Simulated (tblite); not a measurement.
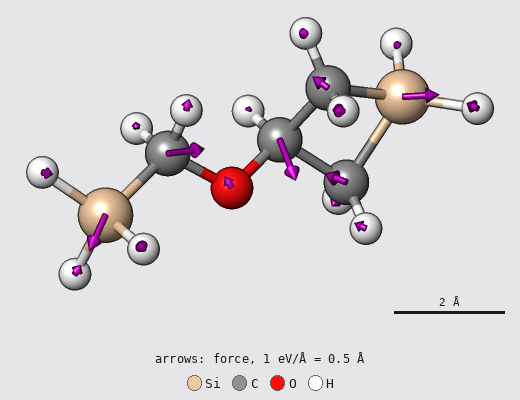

Starting geometry of C₄H₁₂OSi₂ with the computed forces as purple arrows. The picture is a ball-and-stick view, seen at a tilt.

Level of theory: tblite 0.8.0, GFN2-xTB geometry optimisation, gas phase. 

> What follows when this structure is relaxed?

It isn't relaxed: the largest force vector, on a C atom, is 2.09 eV/Å. The final displacements have little in common with the starting forces (cosine between the two patterns 0.14). The largest move after the best rigid fit is that of an H atom, 0.61 Å. Largest moves by element: H 0.61 Å, Si 0.27 Å, C 0.24 Å, O 0.13 Å. Near-neighbour distances that change, for instance: C–C 1.582 → 1.538 Å, C–O 1.457 → 1.413 Å, C–Si 1.863 → 1.902 Å, C–O 1.442 → 1.405 Å. Among the angles between lasting bonds that change: Si–C–O 115.8° → 104.9°, Si–C–H 115.0° → 120.1°, C–C–H 114.2° → 109.3°. Over 99 geometry steps the energy falls by 40.4 kJ/mol.
